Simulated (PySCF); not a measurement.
**C$_{2}$H$_{10}$OPSi$_{3}$ (doublet): density, localisation and related maps**

```xyz
17

C    -0.4047    1.5855   -2.0530
C    -0.0910    1.6164   -0.7591
Si    0.4120    0.1147    0.2433
Si    1.1888   -1.7634   -0.9061
P     1.3332    0.9789    2.1061
Si   -2.1654   -0.5314    1.3672
O    -1.8858   -2.0050    1.1743
H    -0.7313    2.4602   -2.5929
H    -0.3413    0.6744   -2.6253
H    -0.1731    2.5614   -0.2317
H     1.8253   -2.7091    0.0147
H     2.1986   -1.4167   -1.9206
H     0.0752   -2.4077   -1.5962
H     2.6184    0.5467    1.8160
H     1.0829   -0.1409    2.8837
H    -2.0009    0.1734    2.6346
H    -2.9477    0.2746    0.4352
```

Geometry: GFN2-xTB.

Computed with PySCF 2.14.0, density-fitted response routines, UKS B3LYP, pcH-1 on C H O P Si, non-relativistic, mean-field spin-orbit, GIAO.

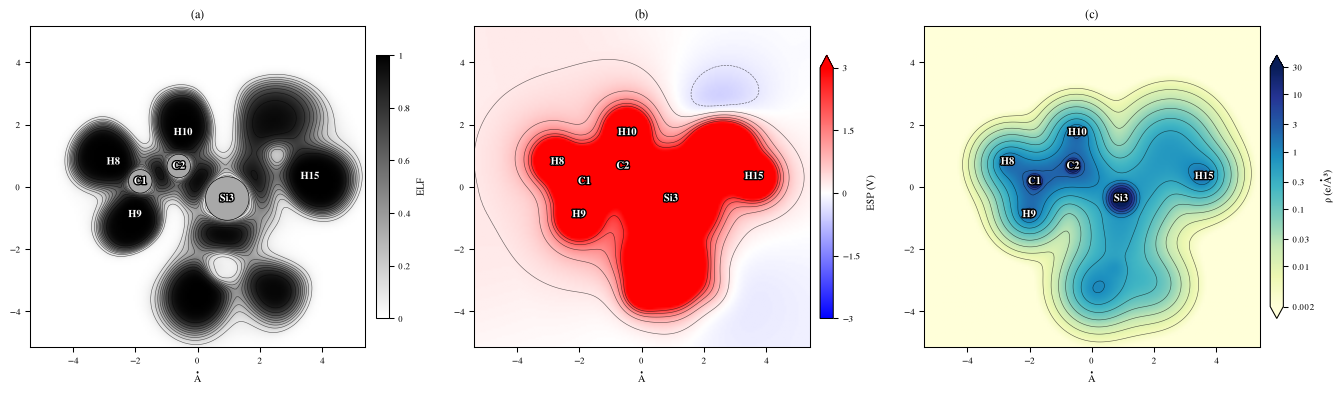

Figure 1. (a) electron localisation function; (b) molecular electrostatic potential; (c) total electron density on the plane of atoms Si3, C2 and H10. Grey discs cover the atomic cores in the ELF map.

Question: Describe what can be read from this map.

Answer:
- Atoms in the plane: C, Si and H.
- C–C (1.33 Å): ρ at the midpoint is about 2.3 e/Å³; the ELF peaks at about 0.95 between the atoms (a short, multiple covalent bond).
- C–Si (1.87 Å): ρ is about 0.94 e/Å³ halfway; the ELF peaks at about 0.95 between the atoms, as expected for a shared electron pair.
- C–H (1.08 Å): the density is about 2.1 e/Å³ at the midpoint; the ELF climbs to about 1 towards the hydrogen, as it does in any bond to H; an ordinary covalent bond to hydrogen.
- The ELF also peaks beside P5, away from the bonds: non-bonding electrons, paired or unpaired.
- Outside the dense part of the molecule the potential is most negative (−0.5 V) near P5, which lies off the plane.

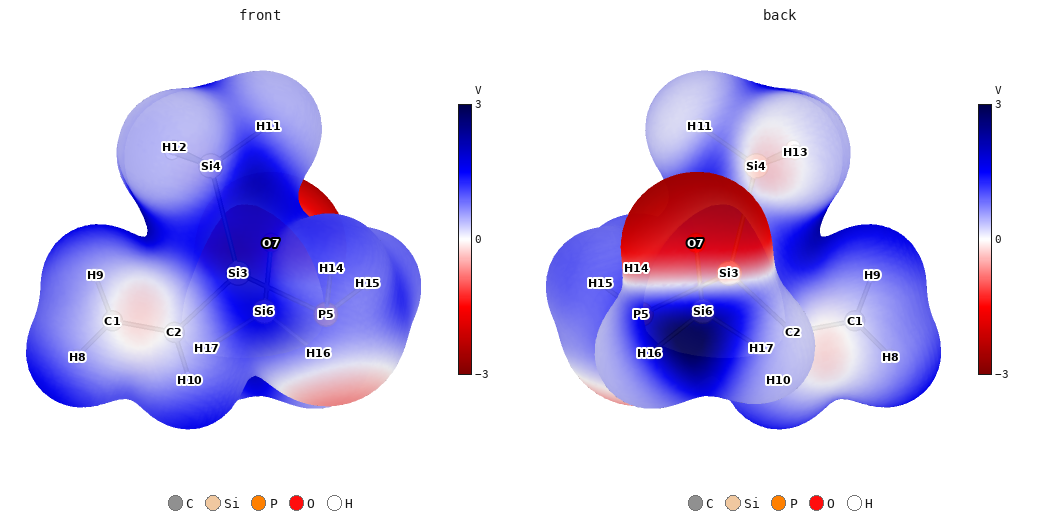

Figure 2. The molecular electrostatic potential painted on the density surface at 0.004 e/bohr³, seen from the front and from behind; red is negative and blue positive.

Question: Which sites attract a positive test charge, and which a negative one?

Answer: A positive charge is drawn to the negative regions and a negative charge to the positive ones. The most negative region (about −2.5 V, or −58 kcal/mol for a unit charge) lies over O7, the most positive (about +2.8 V, or +65 kcal/mol for a unit charge) over Si6. O7 is the likeliest acceptor of a hydrogen bond.
